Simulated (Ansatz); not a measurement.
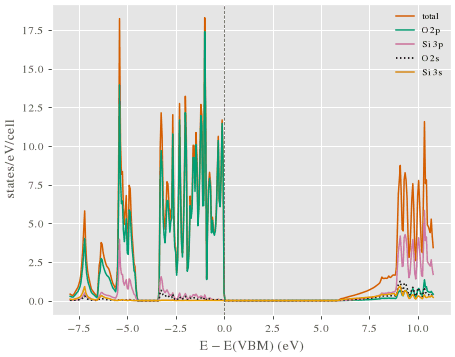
Total and projected density of states of SiO2 in space group P3_121 (No. 152; O on 6c, Si on 3a), DFT-LDA in the program Ansatz with PAW potentials

Question: Which orbitals carry the states next to the gap?

Answer: Top 1 eV of the valence band: O 2p 97 %. Bottom 1 eV of the conduction band: Si 3s 44 %, O 2s 24 %, Si 3p 13 %, O 2p 6 %, outside the projected shells 14 %. Projections are on Löwdin-orthogonalised atomic valence shells; empty p or d shells of many metals are not among them.

Question: Where is the tallest occupied peak in this window, and what makes it?

Answer: Near -1.0 eV, about 18 states/eV per cell; the largest projected share is O 2p.

Symmetry was held in the LDA relaxation; phonons on a q-mesh show no instability.

Potentials: the later of the program's two PAW sets.
